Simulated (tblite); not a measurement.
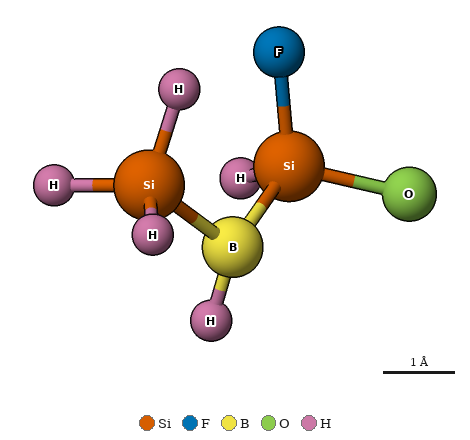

*The structure as given in the input (ball-and-stick view, seen at a tilt).*

Bond lengths as drawn: B–H 1.14 Å, B–Si 1.95 Å, F–Si 1.69 Å, H–Si 1.41 to 1.44 Å and O–Si 1.76 Å.

BSi2H5OF: geometry relaxation

System: BSi2H5OF, multiplicity 2, SMILES [O][SiH](F)B[SiH3].
Method: GFN2-xTB geometry optimisation, gas phase (tblite 0.8.0).

## Log
```
step      E/eV     max force
  0    -435.53774    6.639
  1    -436.53763    3.291
  2    -436.16119   12.022
  3    -436.72689    1.441
  4    -436.77148    0.781
  5    -436.83611    1.332
  6    -436.86764    1.303
  7    -436.91103    0.384
  8    -436.92088    0.296
  9    -436.93219    0.389
 10    -436.93644    0.363
 11    -436.94181    0.196
 12    -436.94549    0.226
 13    -436.94875    0.174
 14    -436.95073    0.153
 15    -436.95266    0.168
 16    -436.95499    0.207
 17    -436.95697    0.172
 18    -436.95836    0.137
 19    -436.95953    0.097
 20    -436.96080    0.167
 21    -436.96245    0.206
 22    -436.96421    0.162
 23    -436.96575    0.129
 24    -436.96717    0.157
 25    -436.96831    0.136
 26    -436.96907    0.099
 27    -436.96995    0.133
 28    -436.97131    0.187
 29    -436.97343    0.222
 30    -436.97596    0.207
 31    -436.97824    0.139
 32    -436.97985    0.166
 33    -436.98164    0.228
 34    -436.98485    0.974
 35    -436.99096    1.906
 36    -437.00415    2.852
 37    -437.03456    3.595
 38    -437.09607    3.937
 39    -437.26826    3.233
 40    -437.40950    4.806
 41    -437.53495    2.124
 42    -437.61249    2.039
 43    -437.71393    0.825
 44    -437.76870    1.466
 45    -437.83016    1.011
 46    -437.96055    0.980
 47    -438.01341    0.778
 48    -438.04505    0.353
 49    -438.04953    0.186
 50    -438.05386    0.211
 51    -438.05771    0.223
 52    -438.06210    0.164
 53    -438.06563    0.160
 54    -438.06844    0.172
 55    -438.07063    0.134
 56    -438.07198    0.073
 57    -438.07279    0.072
 58    -438.07350    0.081
 59    -438.07411    0.064
 60    -438.07445    0.046
 61    -438.07466    0.057
 62    -438.07488    0.072
 63    -438.07521    0.072
 64    -438.07554    0.050
 65    -438.07573    0.032
 66    -438.07579    0.024
 67    -438.07582    0.027
 68    -438.07587    0.024
 69    -438.07593    0.033
 70    -438.07599    0.027
 71    -438.07602    0.014
 72    -438.07603    0.015
 73    -438.07605    0.019
 74    -438.07608    0.023
 75    -438.07611    0.019
 76    -438.07612    0.008
```

## Trajectory as extended XYZ (Å, eV, eV/Å), 10 of the 27 frames kept, from step=0 to step=76
```
10
Properties=species:S:1:pos:R:3:forces:R:3 step=0 energy=-435.53774
Si   -1.6740    1.0017    0.5291    0.6760   6.2110  -2.2480
F    -0.5794    1.2678    1.7914   -1.0610  -0.4550  -1.0200
B    -0.9772   -0.4141   -0.6182   -0.3160  -0.3340   0.5580
Si    0.4384   -1.5232    0.1349   -0.2940   0.9800   0.2300
O    -1.8771    2.4905   -0.3863    0.7840  -5.0740   2.8100
H    -2.9249    0.6085    1.0792   -0.5070  -0.3480   0.5260
H    -1.7653   -0.9360   -1.2620   -0.3850   0.0170  -0.7470
H     1.1947   -0.7416    1.0693    0.5650   0.0840   0.4760
H     1.2678   -1.9853   -0.9103    0.8390  -0.5450  -0.8690
H    -0.1498   -2.6360    0.8295   -0.3020  -0.5340   0.2830
10
Properties=species:S:1:pos:R:3:forces:R:3 step=9 energy=-436.93219
Si   -1.7177    1.1964    0.4965    0.0320   0.0680  -0.1570
F    -0.6589    1.2137    1.7398   -0.1630   0.0260  -0.1140
B    -1.1083   -0.4942   -0.5180    0.0920   0.0640   0.0050
Si    0.4601   -1.4643    0.1515   -0.1120   0.0710   0.0020
O    -1.7986    2.4129   -0.4171    0.0960  -0.3410   0.1610
H    -2.8716    0.5357    1.1389    0.0480   0.0280   0.0490
H    -1.8207   -0.8562   -1.3614   -0.0580   0.1050   0.0010
H     1.3036   -0.7701    1.1261    0.0560  -0.0990  -0.0670
H     1.3118   -2.0084   -0.9247   -0.0450   0.0980   0.0750
H    -0.1466   -2.6332    0.8250    0.0540  -0.0200   0.0440
10
Properties=species:S:1:pos:R:3:forces:R:3 step=18 energy=-436.95836
Si   -1.7272    1.1673    0.4949    0.0070   0.0610  -0.0100
F    -0.6927    1.2205    1.7505   -0.0350   0.0170   0.0000
B    -1.1100   -0.4761   -0.5331    0.0190  -0.1000   0.0730
Si    0.4370   -1.4568    0.1681    0.0040   0.0220  -0.0450
O    -1.7528    2.3448   -0.4685    0.0130  -0.1270   0.0470
H    -2.8724    0.5293    1.1726    0.0010   0.0540  -0.0070
H    -1.8467   -0.7871   -1.3778    0.0680   0.0310  -0.0060
H     1.3479   -0.8087    1.1147   -0.0580  -0.0070  -0.0180
H     1.2945   -1.9593   -0.9197   -0.0370   0.0040  -0.0180
H    -0.1244   -2.6415    0.8550    0.0160   0.0450  -0.0170
10
Properties=species:S:1:pos:R:3:forces:R:3 step=27 energy=-436.96995
Si   -1.7302    1.1368    0.5234   -0.1050   0.0760   0.0290
F    -0.7191    1.2473    1.7911   -0.0180  -0.0020   0.0010
B    -1.1207   -0.4888   -0.5014    0.0500  -0.0600  -0.0590
Si    0.4402   -1.4609    0.1577   -0.0020   0.0130   0.0100
O    -1.7074    2.2439   -0.5216    0.0450  -0.0290   0.0290
H    -2.9116    0.5779    1.2028    0.0050   0.0520   0.0210
H    -1.8054   -0.7385   -1.4052    0.0030  -0.0260   0.0050
H     1.3429   -0.8103    1.1085    0.0110   0.0070  -0.0390
H     1.2674   -1.9371   -0.9664   -0.0140  -0.0090   0.0500
H    -0.1028   -2.6380    0.8678    0.0260  -0.0210  -0.0470
10
Properties=species:S:1:pos:R:3:forces:R:3 step=36 energy=-437.00415
Si   -1.8587    1.0132    0.6854    0.6580   1.1150  -1.4360
F    -0.9128    1.3520    1.9741   -0.1330  -0.1200  -0.3050
B    -1.1465   -0.4609   -0.4583   -0.1140   0.7230  -0.3600
Si    0.4371   -1.4712    0.1265   -0.0340   0.2500  -0.1390
O    -1.4134    1.7033   -0.6867   -0.4050  -1.7210   2.2390
H    -3.1407    0.9816    1.3891    0.1010   0.0070  -0.2600
H    -1.6215   -0.6240   -1.5077   -0.1900  -0.2140   0.1140
H     1.3739   -0.7708    0.9958    0.1140   0.0360   0.0840
H     1.1724   -1.8812   -1.0856    0.0570  -0.0460   0.0570
H     0.0636   -2.7097    0.8241   -0.0540  -0.0310   0.0050
10
Properties=species:S:1:pos:R:3:forces:R:3 step=42 energy=-437.61249
Si   -1.9415    1.0317    0.8113    0.9400  -0.8520  -1.5960
F    -1.0130    1.3068    2.0915    0.3190   0.1940   0.1240
B    -1.1512   -0.3142   -0.5304    0.2630   0.8880   0.2060
Si    0.4068   -1.4511    0.0970    0.0750   0.3630  -0.0710
O    -1.2964    1.3014   -0.6495    0.0080  -0.8580   1.7280
H    -3.2179    1.3160    1.3513   -0.6040   0.2710  -0.0760
H    -1.6399   -0.6810   -1.5077   -0.5830  -0.4550  -0.2650
H     1.4241   -0.7438    0.8897   -0.1250  -0.0160   0.1700
H     1.2158   -1.8683   -1.0664   -0.1150  -0.0160  -0.1170
H     0.1664   -2.7651    0.7700   -0.1780   0.4820  -0.1030
10
Properties=species:S:1:pos:R:3:forces:R:3 step=51 energy=-438.05771
Si   -1.8946    0.8351    0.8933    0.0410   0.0410   0.1920
F    -0.9494    1.3285    2.1057   -0.0730  -0.0600   0.0220
B    -1.1160   -0.3119   -0.6022    0.1570  -0.1040   0.0890
Si    0.4391   -1.3691    0.0473   -0.1010   0.0460   0.0350
O    -1.1645    1.1487   -0.4902    0.0970   0.0370  -0.1970
H    -3.2036    1.3912    1.1278    0.0020  -0.0280  -0.0190
H    -1.8176   -0.7427   -1.4448   -0.0820  -0.0250   0.0170
H     1.3932   -0.7213    0.9600   -0.0370   0.0620  -0.0910
H     1.2059   -1.8325   -1.1247    0.0560  -0.0120   0.0440
H     0.0608   -2.5938    0.7846   -0.0610   0.0450  -0.0900
10
Properties=species:S:1:pos:R:3:forces:R:3 step=60 energy=-438.07445
Si   -1.8687    0.8462    0.8888    0.0240   0.0330  -0.0120
F    -0.9593    1.2974    2.1401   -0.0070  -0.0040  -0.0060
B    -1.1113   -0.3211   -0.5990    0.0190  -0.0360   0.0000
Si    0.4376   -1.3629    0.0355   -0.0050  -0.0110   0.0060
O    -1.1372    1.1465   -0.5001    0.0140  -0.0170   0.0120
H    -3.1856    1.3904    1.0904   -0.0290   0.0010   0.0230
H    -1.8662   -0.7626   -1.3897   -0.0350   0.0210  -0.0200
H     1.3766   -0.6748    0.9306   -0.0200   0.0010   0.0110
H     1.2537   -1.8453   -1.0932    0.0170  -0.0110  -0.0100
H     0.0137   -2.5816    0.7534    0.0220   0.0210  -0.0020
10
Properties=species:S:1:pos:R:3:forces:R:3 step=69 energy=-438.07593
Si   -1.8672    0.8546    0.8846    0.0010  -0.0030   0.0120
F    -0.9640    1.2925    2.1443    0.0000   0.0040  -0.0050
B    -1.1133   -0.3281   -0.6043    0.0040  -0.0010   0.0110
Si    0.4381   -1.3667    0.0258   -0.0060  -0.0200   0.0250
O    -1.1228    1.1421   -0.4975    0.0040   0.0020  -0.0050
H    -3.1869    1.3918    1.0952    0.0040  -0.0020  -0.0030
H    -1.8865   -0.7528   -1.3869   -0.0110   0.0030  -0.0120
H     1.3612   -0.6684    0.9305   -0.0100   0.0040  -0.0040
H     1.2708   -1.8507   -1.0909    0.0010  -0.0020   0.0000
H     0.0239   -2.5820    0.7558    0.0130   0.0150  -0.0190
10
Properties=species:S:1:pos:R:3:forces:R:3 step=76 energy=-438.07612
Si   -1.8646    0.8535    0.8863    0.0060   0.0030   0.0040
F    -0.9624    1.2972    2.1446   -0.0020   0.0010  -0.0020
B    -1.1155   -0.3300   -0.6039    0.0010  -0.0010   0.0000
Si    0.4358   -1.3694    0.0264   -0.0020   0.0050  -0.0050
O    -1.1192    1.1400   -0.4955    0.0020   0.0000  -0.0020
H    -3.1851    1.3900    1.0933   -0.0010   0.0000   0.0020
H    -1.8905   -0.7482   -1.3890    0.0000  -0.0050  -0.0020
H     1.3521   -0.6623    0.9308    0.0000  -0.0010   0.0020
H     1.2719   -1.8512   -1.0890    0.0010   0.0050   0.0000
H     0.0305   -2.5873    0.7527   -0.0030  -0.0060   0.0030
```

This output came from the following input.

## Input
```
{"job": {"kind": "relax", "xc": "GFN2-xTB", "basis": "xTB"}, "charge": 0, "multiplicity": 2}
Si    -1.673963     1.001700     0.529142
F     -0.579434     1.267803     1.791417
B     -0.977183    -0.414143    -0.618184
Si     0.438399    -1.523209     0.134879
O     -1.877112     2.490499    -0.386283
H     -2.924919     0.608526     1.079193
H     -1.765331    -0.935997    -1.261979
H      1.194711    -0.741557     1.069330
H      1.267838    -1.985299    -0.910295
H     -0.149811    -2.636016     0.829482
```

The first line tells a small driver script what to run in tblite; the rest is the geometry in Å.

Command:
```bash
OMP_NUM_THREADS=1 python <driver script> task.json out
```

## Summary

- outcome: converged
- total energy: −438.0761 eV
- hardware: 1 CPU thread, shared host
- wall time: 3 s
- peak memory: 0.18 GiB
